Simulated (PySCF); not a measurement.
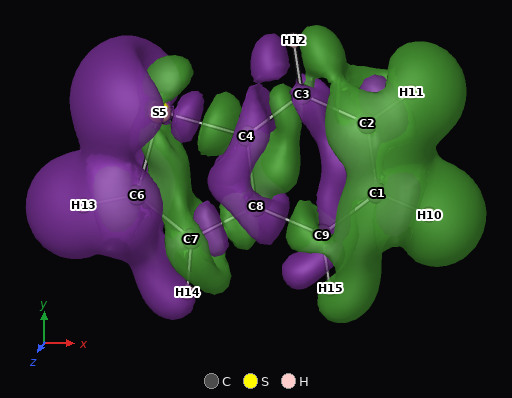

Figure. C$_{8}$H$_{6}$S, SMILES `c1ccc2sccc2c1`. Change of the electron density in a uniform field of 0.41 V/Å, surfaces at ±0.002 e/Å³ (purple: gain, green: loss).

Computed with PySCF, PBE0/6-31+G*, geometry: GFN2-xTB. No frequency check shows the geometry to be a minimum. The basis has diffuse s and p functions alone, which still leaves polarisabilities too small, most of all across bonds. GFN2-xTB bond lengths at metals and heavier atoms can be off by up to 0.1 Å and shapes distorted, which carries into these values.

The field was applied in both directions; the picture shows the one opposite to the script's first.

**Along which Cartesian direction does the field point?**

Along +x: electrons gather on the −x side, against the field.

**How large is the response?**

The induced dipole is 2.95 D (along the field); α along this axis, from the fields in both directions, is 146 bohr³ (21.6 Å³).
